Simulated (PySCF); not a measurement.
# F⁻: dipole response in aug-cc-pCVTZ-DK

How polarisable is F⁻ at the levels listed below?

Program: PySCF 2.14.0. Level of theory: unrestricted determinants in a Gaussian basis, no spin-orbit coupling in the energies. These are calculated values, not measurements, unless marked.

## 1. The atom as given

* Element: fluorine (Z = 9)
* Basis: aug-cc-pCVTZ-DK (7s6p4d2f, 59 functions)
* Hamiltonian: the spin-free X2C one-electron Hamiltonian (Gaussian nucleus)
* State 1: F⁻: [Ne], closed-shell 1S
* Methods: UHF, PBE, PBE0, BHandHLYP, B3LYP

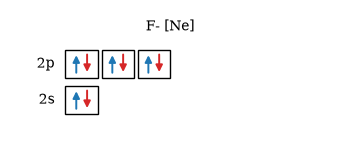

Occupation of the outer shells (arrows by Hund's rule).

The runs were made by one driver on top of PySCF. The scripts below sum up each run's settings (the driver also hands on starting orbitals that pick excited configurations, and frozen orbitals as a list rather than a count), and the logs come from the driver's own runs. The driver starts from symmetry-adapted Hartree-Fock orbitals, holds the occupation by maximum overlap and uses a logarithmic radial grid for functionals, so a plain start would take other cycles.

The integrals over 59 functions and the set-up took 0.15 s of CPU time.

## 2. F⁻, method by method

**UHF**

The input, input.py:

```python
from pyscf import gto, scf, dft, mp, cc
import basis_set_exchange as bse
mol = gto.M(atom="F 0 0 0", charge=-1, spin=0, symmetry="D2h",
            basis=gto.basis.parse(bse.get_basis("aug-cc-pCVTZ-DK", elements=["F"], fmt="nwchem")),
            nucmod="G")
mf = scf.UHF(mol).sfx2c1e()
mf.irrep_nelec = {'Ag': (2, 2), 'B1u': (1, 1), 'B2u': (1, 1), 'B3u': (1, 1)}
mf.kernel()
```

Log:

```text
damping factor = 0
level_shift factor = 0
DIIS = <class 'pyscf.scf.diis.CDIIS'>
diis_start_cycle = 1
diis_space = 10
diis_damp = 0
SCF conv_tol = 1e-09
SCF conv_tol_grad = None
number electrons alpha = 5  beta = 5
cycle= 1 E= -99.5372840860256  delta_E= -2.65e-11  |g|= 4.13e-06  |ddm|= 1.42e-05
converged SCF energy = -99.5372840860256  <S^2> = -1.5987212e-14  2S+1 = 1
```

CPU time 1.2 s on a shared host, the integrals not counted.

The occupied shells:

```csv
shell,electrons,mean orbital energy (eV),spread (eV),rms radius (bohr)
1s,2,-703.63,0,0.204
2s,2,-29.369,0,1.15
2p,6,-4.917,0,1.49
```

⟨S²⟩ = 0.000, ⟨L²⟩ = 0.00.

The driver then solved the coupled dipole response at imaginary frequencies: mean α = 7.115 bohr³, C₆ = 26.53 au for a like pair.

**PBE**

input.py, as changed from the run before:

```diff
@@ -5,3 +5,3 @@
             nucmod="G")
-mf = scf.UHF(mol).sfx2c1e()
+mf = dft.UKS(mol, xc="PBE").sfx2c1e()
 mf.irrep_nelec = {'Ag': (2, 2), 'B1u': (1, 1), 'B2u': (1, 1), 'B3u': (1, 1)}
```

Log:

```text
damping factor = 0
level_shift factor = 0
DIIS = <class 'pyscf.scf.diis.CDIIS'>
diis_start_cycle = 1
diis_space = 10
diis_damp = 0
SCF conv_tol = 1e-09
SCF conv_tol_grad = None
number electrons alpha = 5  beta = 5
XC functionals = PBE
    J. P. Perdew, K. Burke, and M. Ernzerhof.,  Phys. Rev. Lett. 77, 3865 (1996)
    J. P. Perdew, K. Burke, and M. Ernzerhof.,  Phys. Rev. Lett. 78, 1396 (1997)
    J. P. Perdew, K. Burke, and M. Ernzerhof.,  Phys. Rev. Lett. 77, 3865 (1996)
    J. P. Perdew, K. Burke, and M. Ernzerhof.,  Phys. Rev. Lett. 78, 1396 (1997)
cycle= 1 E= -99.8717216227524  delta_E= 0.00315  |g|= 0.21  |ddm|=  0.4
cycle= 2 E= -99.7880845127103  delta_E= 0.0836  |g|= 0.574  |ddm|= 0.691
cycle= 3 E= -99.8875083399085  delta_E= -0.0994  |g|= 0.0729  |ddm|= 0.443
cycle= 4 E= -99.8895762692809  delta_E= -0.00207  |g|= 0.0016  |ddm|= 0.0695
cycle= 5 E= -99.8895771029726  delta_E= -8.34e-07  |g|= 0.000188  |ddm|= 0.00124
cycle= 6 E= -99.8895771150541  delta_E= -1.21e-08  |g|= 7.45e-06  |ddm|= 0.000157
cycle= 7 E= -99.8895771150726  delta_E= -1.85e-11  |g|= 4.26e-07  |ddm|= 5.86e-06
converged SCF energy = -99.8895771150726  <S^2> = -1.4210855e-14  2S+1 = 1
```

CPU time 0.5 s on a shared host, the integrals not counted.

At PBE the highest occupied level has a positive energy, so only the finite basis holds that electron; in a density functional this comes from self-interaction and does not mean that the real anion is unbound.

**PBE0**

input.py, as changed from the run before:

```diff
@@ -5,3 +5,3 @@
             nucmod="G")
-mf = dft.UKS(mol, xc="PBE").sfx2c1e()
+mf = dft.UKS(mol, xc="PBE0").sfx2c1e()
 mf.irrep_nelec = {'Ag': (2, 2), 'B1u': (1, 1), 'B2u': (1, 1), 'B3u': (1, 1)}
```

Log:

```text
damping factor = 0
level_shift factor = 0
DIIS = <class 'pyscf.scf.diis.CDIIS'>
diis_start_cycle = 1
diis_space = 10
diis_damp = 0
SCF conv_tol = 1e-09
SCF conv_tol_grad = None
number electrons alpha = 5  beta = 5
XC functionals = PBE0
    C. Adamo and V. Barone.,  J. Chem. Phys. 110, 6158 (1999)
    M. Ernzerhof and G. E. Scuseria.,  J. Chem. Phys. 110, 5029 (1999)
cycle= 1 E= -99.8780672784568  delta_E= -0.00511  |g|= 0.068  |ddm|= 0.203
cycle= 2 E= -99.8736954220088  delta_E= 0.00437  |g|= 0.143  |ddm|= 0.178
cycle= 3 E= -99.8797333030097  delta_E= -0.00604  |g|= 0.0104  |ddm|= 0.111
cycle= 4 E= -99.8797704202758  delta_E= -3.71e-05  |g|= 0.00013  |ddm|= 0.00913
cycle= 5 E= -99.8797704260409  delta_E= -5.77e-09  |g|= 5.87e-06  |ddm|= 0.000112
cycle= 6 E= -99.8797704260529  delta_E= -1.2e-11  |g|= 2.06e-07  |ddm|= 5.98e-06
converged SCF energy = -99.8797704260529  <S^2> = -1.4210855e-14  2S+1 = 1
```

It used 2.3 s of CPU time after the integrals (shared host).

The driver then solved the coupled dipole response at imaginary frequencies: mean α = 8.824 bohr³, C₆ = 34.38 au for a like pair.

**BHandHLYP**

input.py, as changed from the run before:

```diff
@@ -5,3 +5,3 @@
             nucmod="G")
-mf = dft.UKS(mol, xc="PBE0").sfx2c1e()
+mf = dft.UKS(mol, xc="BHANDHLYP").sfx2c1e()
 mf.irrep_nelec = {'Ag': (2, 2), 'B1u': (1, 1), 'B2u': (1, 1), 'B3u': (1, 1)}
```

Log:

```text
damping factor = 0
level_shift factor = 0
DIIS = <class 'pyscf.scf.diis.CDIIS'>
diis_start_cycle = 1
diis_space = 10
diis_damp = 0
SCF conv_tol = 1e-09
SCF conv_tol_grad = None
number electrons alpha = 5  beta = 5
XC functionals = BHANDHLYP
    A. D. Becke.,  J. Chem. Phys. 98, 1372 (1993)
    Defined through Gaussian implementation.
cycle= 1 E= -99.9350954517625  delta_E= -0.00389  |g|= 0.016  |ddm|= 0.141
cycle= 2 E= -99.9350451673802  delta_E= 5.03e-05  |g|= 0.0202  |ddm|= 0.0297
cycle= 3 E= -99.9351625062324  delta_E= -0.000117  |g|= 0.00152  |ddm|= 0.0179
cycle= 4 E= -99.9351630412925  delta_E= -5.35e-07  |g|= 0.000152  |ddm|= 0.00117
cycle= 5 E= -99.9351630483691  delta_E= -7.08e-09  |g|= 7.14e-06  |ddm|= 0.000155
cycle= 6 E= -99.9351630483866  delta_E= -1.75e-11  |g|= 2.82e-07  |ddm|= 1.06e-05
converged SCF energy = -99.9351630483866  <S^2> = -1.5987212e-14  2S+1 = 1
```

CPU time 2.4 s on a shared host, the integrals not counted.

The driver then solved the coupled dipole response at imaginary frequencies: mean α = 8.030 bohr³, C₆ = 30.54 au for a like pair.

**B3LYP**

input.py, as changed from the run before:

```diff
@@ -5,3 +5,3 @@
             nucmod="G")
-mf = dft.UKS(mol, xc="BHANDHLYP").sfx2c1e()
+mf = dft.UKS(mol, xc="B3LYP").sfx2c1e()
 mf.irrep_nelec = {'Ag': (2, 2), 'B1u': (1, 1), 'B2u': (1, 1), 'B3u': (1, 1)}
```

Log:

```text
damping factor = 0
level_shift factor = 0
DIIS = <class 'pyscf.scf.diis.CDIIS'>
diis_start_cycle = 1
diis_space = 10
diis_damp = 0
SCF conv_tol = 1e-09
SCF conv_tol_grad = None
number electrons alpha = 5  beta = 5
XC functionals = B3LYP
    P. J. Stephens, F. J. Devlin, C. F. Chabalowski, and M. J. Frisch.,  J. Phys. Chem. 98, 11623 (1994)
cycle= 1 E= -99.9823813435599  delta_E= -0.00822  |g|= 0.0806  |ddm|= 0.269
cycle= 2 E= -99.9739889470775  delta_E= 0.00839  |g|= 0.192  |ddm|= 0.232
cycle= 3 E= -99.9848884593655  delta_E= -0.0109  |g|= 0.0199  |ddm|= 0.145
cycle= 4 E= -99.9850278107892  delta_E= -0.000139  |g|= 3.62e-05  |ddm|= 0.0173
cycle= 5 E= -99.9850278110592  delta_E= -2.7e-10  |g|= 2.16e-06  |ddm|= 3.33e-05
converged SCF energy = -99.9850278110592  <S^2> = -1.5987212e-14  2S+1 = 1
```

It used 0.47 s of CPU time after the integrals (shared host).

At B3LYP the highest occupied level has a positive energy, so only the finite basis holds that electron; in a density functional this comes from self-interaction and does not mean that the real anion is unbound.

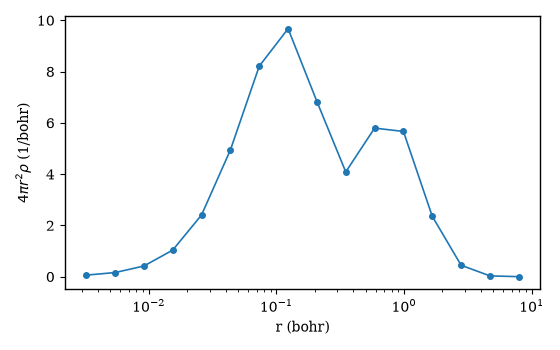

Radial density 4πr²ρ of F⁻ at UHF, at 16 stored radii joined by straight lines.

## 3. Polarisabilities and C₆

F⁻, in atomic units:

```csv
method,mean α,C₆ (like pair),S(−4)
UHF,7.115,26.53,27.97
PBE0,8.824,34.38,51.02
BHandHLYP,8.030,30.54,40.26
```

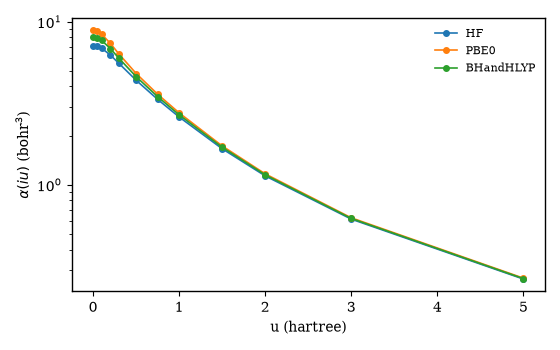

α(iu) of F⁻, the polarisability at imaginary frequency, on a logarithmic scale.

## 4. Outcome

```
quantity                              value
 α of F⁻  7.115 (UHF) to 8.824 (PBE0) bohr³
```

In words: A single London oscillator with the computed α and C₆ of F⁻ at UHF would have ω = 4 C₆ / (3 α²) = 0.699 hartree. All values hold for this basis alone; no basis-set limit was taken.
